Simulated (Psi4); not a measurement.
# C3HF (SMILES C#C[C]F): UB3LYP/6-31G(d) (Cartesian functions)

Aim: the vertical electron affinity of C3HF at UB3LYP/6-31G* (Cartesian functions), from 2 runs. 

The calculation is run with Psi4 1.11.

## Step 1: Starting point

C3HF: 5 atoms, total charge 0, spin state triplet. As SMILES, `C#C[C]F`. The shape is that of a GFN2-xTB optimisation.

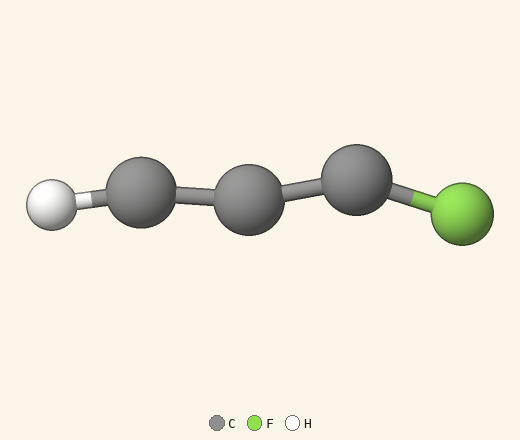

Viewed from a chosen angle; carbon grey, fluorine green, hydrogen white.

## Step 2: The energy at UB3LYP/6-31G(d) (Cartesian functions)

Contents of job.in:

```
memory 1600 mb

molecule system {
  0 3
  C      0.726070     1.066410    -0.031300
  C      0.005460     0.038920    -0.012300
  C     -0.498130    -1.109760     0.228360
  F     -1.381130    -2.017410    -0.071200
  H      1.147740     2.021840    -0.113560
  symmetry c1
}

set {
  basis                6-31G*
  reference            uks
  puream               false
  e_convergence        1e-09
  d_convergence        1e-08
  scf_type             pk
  dft_radial_points    99
  dft_spherical_points 590
  maxiter              200
}

result, w = energy('b3lyp', return_wfn=True)
print_variables()
```

Run with:

```bash
$ psi4 -i job.in -o job.out -n 1
```

job.out:

```text
[...]
  Running in c1 symmetry.
[...]
  Nuclear repulsion =   85.122048341258377
[...]
  Multiplicity = 3
[...]
  Nalpha       = 15
  Nbeta        = 13
[...]
    Number of basis functions: 62
[...]
   @UKS iter   1:  -214.32848966588645   -2.27988e-01   9.77437e-03 DIIS/ADIIS
[...]
   @UKS iter  14:  -214.54611777248493   -7.27596e-12   6.19403e-09 DIIS
[...]
   @S^2 Observed:                2.060069661E+00
[...]
    Orbital Energies [Eh]
    ---------------------
    Alpha Occupied:
       1A    -24.768348     2A    -10.296914     3A    -10.223057
       4A    -10.215778     5A     -1.281160     6A     -0.809508
       7A     -0.713387     8A     -0.606426     9A     -0.535597
      10A     -0.511919    11A     -0.508710    12A     -0.348186
      13A     -0.347037    14A     -0.230840    15A     -0.206216
    Alpha Virtual:
      16A      0.014158    17A      0.099585    18A      0.120743
      19A      0.170929    20A      0.374203    21A      0.405081
      22A      0.447701    23A      0.486098    24A      0.487626
      25A      0.555580    26A      0.567249    27A      0.635371
[...]
  @UKS Final Energy:  -214.54611777248493
   => Energetics <=
    Nuclear Repulsion Energy =             85.1220483412583775
    One-Electron Energy =                -461.1305400158960310
    Two-Electron Energy =                 183.2982339228051956
    DFT Exchange-Correlation Energy =     -21.8358600206524898
    Empirical Dispersion Energy =           0.0000000000000000
    VV10 Nonlocal Energy =                  0.0000000000000000
    Total Energy =                       -214.5461177724849335
[...]
 Multipole Moments:
 ------------------------------------------------------------------------------------
     Multipole            Electronic (a.u.)      Nuclear  (a.u.)        Total (a.u.)
 ------------------------------------------------------------------------------------
 L = 1.  Multiply by 2.5417464519 to convert [e a0] to [Debye]
 Dipole X            :         -2.2511133            2.3765249            0.1254116
 Dipole Y            :         -3.4192852            3.7947269            0.3754417
 Dipole Z            :         -0.0258485           -0.0392134           -0.0650619
 Magnitude           :                                                    0.4011454
[...]
```

Run time: 8.1 s. Hardware: 1 thread of AMD EPYC 9R45 (Zen 5), shared host; peak memory 0.66 GiB.

## Step 3: The doublet anion: energy and forces at UB3LYP/6-31G(d) (Cartesian functions)

Contents of input.json:

```json
{
  "schema_name": "qcschema_input",
  "schema_version": 1,
  "molecule": {
    "schema_name": "qcschema_molecule",
    "schema_version": 2,
    "symbols": ["C", "C", "C", "F", "H"],
    "geometry": [1.37207345, 2.01522284, -0.05914843, 0.0103179, 0.07354814, -0.02324363, -0.94132927, -2.09714246, 0.43153786, -2.60995744, -3.81235238, -0.1345485, 2.16891426, 3.82072387, -0.2145973],
    "molecular_charge": -1,
    "molecular_multiplicity": 2,
    "fix_symmetry": "c1",
    "fix_com": true,
    "fix_orientation": true
  },
  "driver": "gradient",
  "model": {
    "method": "b3lyp",
    "basis": "6-31G*"
  },
  "keywords": {
    "reference": "uks",
    "puream": false,
    "e_convergence": 1e-09,
    "d_convergence": 1e-08,
    "scf_type": "pk",
    "dft_radial_points": 99,
    "dft_spherical_points": 590,
    "maxiter": 200
  }
}
```

Run with:

```bash
$ psi4 --qcschema input.json -n 1 --memory 1600MB
```

stdout:

```text
[...]
  Running in c1 symmetry.
[...]
  Nuclear repulsion =   85.122048359990117
[...]
  Multiplicity = 2
[...]
  Nalpha       = 15
  Nbeta        = 14
[...]
    Number of basis functions: 62
[...]
   @UKS iter   1:  -214.20008486892090   -9.95834e-02   1.21991e-02 ADIIS/DIIS
[...]
   @UKS iter  18:  -214.53648485749068   -3.55271e-12   4.43488e-09 DIIS
[...]
   @S^2 Observed:                7.660636930E-01
[...]
    Orbital Energies [Eh]
    ---------------------
    Alpha Occupied:
       1A    -24.495164     2A     -9.964141     3A     -9.936413
       4A     -9.909186     5A     -1.013138     6A     -0.515179
       7A     -0.420136     8A     -0.334451     9A     -0.257453
      10A     -0.251031    11A     -0.235232    12A     -0.069333
      13A     -0.053186    14A      0.083748    15A      0.094564
    Alpha Virtual:
      16A      0.296515    17A      0.337770    18A      0.380983
      19A      0.441206    20A      0.633748    21A      0.654440
      22A      0.710381    23A      0.745920    24A      0.766877
      25A      0.818496    26A      0.830209    27A      0.917251
[...]
  @UKS Final Energy:  -214.53648485749068
   => Energetics <=
    Nuclear Repulsion Energy =             85.1220483599901172
    One-Electron Energy =                -468.9273017784884701
    Two-Electron Energy =                 191.3777140662881777
    DFT Exchange-Correlation Energy =     -22.1089455052804915
    Empirical Dispersion Energy =           0.0000000000000000
    VV10 Nonlocal Energy =                  0.0000000000000000
    Total Energy =                       -214.5364848574906773
[...]
 Multipole Moments:
 ------------------------------------------------------------------------------------
     Multipole            Electronic (a.u.)      Nuclear  (a.u.)        Total (a.u.)
 ------------------------------------------------------------------------------------
 L = 1.  Multiply by 2.5417464519 to convert [e a0] to [Debye]
 Dipole X            :         18.5422619          -18.6743302           -0.1320683
 Dipole Y            :         31.1544219          -30.5406764            0.6137454
 Dipole Z            :         -1.0923340            0.6693410           -0.4229930
 Magnitude           :                                                    0.7569997
[...]
  -Total Gradient:
     Atom            X                  Y                   Z
    ------   -----------------  -----------------  -----------------
       1       -0.024676644671    -0.023528735650    -0.001890238315
       2        0.022187481016    -0.006832814094     0.024782760219
       3       -0.051454444555     0.015516651173    -0.062335460878
       4        0.054608266449     0.028490348742     0.035650674130
       5       -0.000660423944    -0.013639158371     0.003795476415
[...]
```

The result, in JSON:

```text
{
 "driver": "gradient",
 "model": {
  "method": "b3lyp",
  "basis": "6-31G*"
 },
 "success": true,
 "return_result": [-0.02467664467140207, -0.023528735649910024, -0.0018902383145027596, 0.022187481016335914, -0.006832814093753359, 0.024782760219427824, -0.051454444555312145, 0.015516651172768597, -0.06233546087842587, 0.05460826644921049, 0.02849034874232073, 0.03565067413024366, -0.0006604239440979598, -0.013639158370988919, 0.003795476415198936],
 "properties": {
  "calcinfo_nbasis": 62,
  "calcinfo_nmo": 62,
  "calcinfo_nalpha": 15,
  "calcinfo_nbeta": 14,
  "calcinfo_natom": 5,
  "nuclear_repulsion_energy": 85.12204835999012,
  "return_energy": -214.53648485749068,
  "return_gradient": [-0.02467664467140207, -0.023528735649910024, -0.0018902383145027596, 0.022187481016335914, -0.006832814093753359, 0.024782760219427824, -0.051454444555312145, 0.015516651172768597, -0.06233546087842587, 0.05460826644921049, 0.02849034874232073, 0.03565067413024366, -0.0006604239440979598, -0.013639158370988919, 0.003795476415198936],
  "scf_one_electron_energy": -468.92730177848847,
  "scf_two_electron_energy": 191.37771406628818,
  "scf_xc_energy": -22.10894550528049,
  "scf_dipole_moment": [-0.13206834073590912, 0.6137454298318801, -0.42299301820338975],
  "scf_total_energy": -214.53648485749068,
  "scf_total_gradient": [-0.02467664467140207, -0.023528735649910024, -0.0018902383145027596, 0.022187481016335914, -0.006832814093753359, 0.024782760219427824, -0.051454444555312145, 0.015516651172768597, -0.06233546087842587, 0.05460826644921049, 0.02849034874232073, 0.03565067413024366, -0.0006604239440979598, -0.013639158370988919, 0.003795476415198936],
  "scf_iterations": 18
 }
}
```

It took 11 s on 1 thread of AMD EPYC 9R45 (Zen 5), shared host; peak memory 0.66 GiB.

## Step 4: What came out

Level: UB3LYP/6-31G* (Cartesian functions).

```
                                         quantity          value
                       triplet C3HF: total energy  -214.54612 Eh
                      triplet C3HF: dipole moment         1.02 D
 triplet C3HF: HOMO energy (highest over α and β)       -5.61 eV
  triplet C3HF: LUMO energy (lowest over α and β)       -2.38 eV
                               triplet C3HF: ⟨S²⟩          2.060
                      doublet anion: total energy  -214.53648 Eh
doublet anion: HOMO energy (highest over α and β)        2.95 eV
 doublet anion: LUMO energy (lowest over α and β)        5.40 eV
                              doublet anion: ⟨S²⟩          0.766
          doublet anion: largest force on an atom     4.232 eV/Å
vertical electron affinity (to the doublet anion)      -0.262 eV
```

In words: The anion lies 0.26 eV (25.3 kJ/mol) above the neutral: the electron isn't bound at this level, and such a value depends on the basis. Without diffuse functions anions come out too high. The HOMO (doublet anion) lies at positive energy, 2.95 eV; only total energies tell whether the electron is bound.
